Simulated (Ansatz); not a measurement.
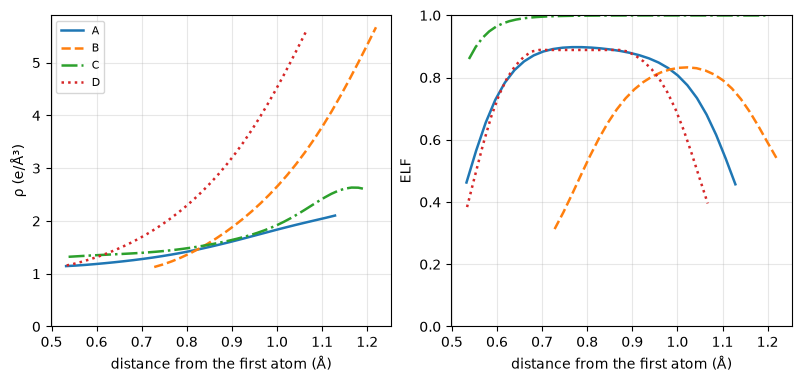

Figure. BClHOSi (SMILES [Si]=[O+]BCl) (charge +1). Total electron density and ELF along straight lines between neighbouring atoms. The curves leave out the atomic cores.

Geometry: PBE0-D3(BJ)/def2-SVP.

Method: isolated molecule in a Gaussian basis; Kohn-Sham density functional theory, functional PBE0 in Ansatz 0.2.0.

```xyz
5

B     0.2772   -0.4891    1.2083
Cl    0.5658    0.5798    2.5029
O    -1.0267   -1.0486    1.1003
Si   -2.4650   -1.6732    0.9711
H     1.0755   -0.8120    0.3797
```

Question: Which curve belongs to which contact (B–Cl, B–H, B–O and Si–O)? The first atom named is at distance zero.

Answer: Curve A: B–Cl (1.70 Å): the density is about 1.5 e/Å³ at the midpoint; the ELF peaks at about 0.90 between the atoms; a polar covalent bond. Curve B: Si–O (1.57 Å): ρ at the midpoint is about 1.3 e/Å³; the ELF peaks at about 0.85 between the atoms; a short, strongly polar bond. Curve C: B–H (1.20 Å): ρ is about 1.4 e/Å³ halfway; the ELF climbs to about 1 towards the hydrogen, as it does in any bond to H: an ordinary covalent bond to hydrogen. Curve D: B–O (1.42 Å): ρ at the midpoint is about 1.8 e/Å³; the ELF peaks at about 0.90 between the atoms; a shared but strongly polarised pair.
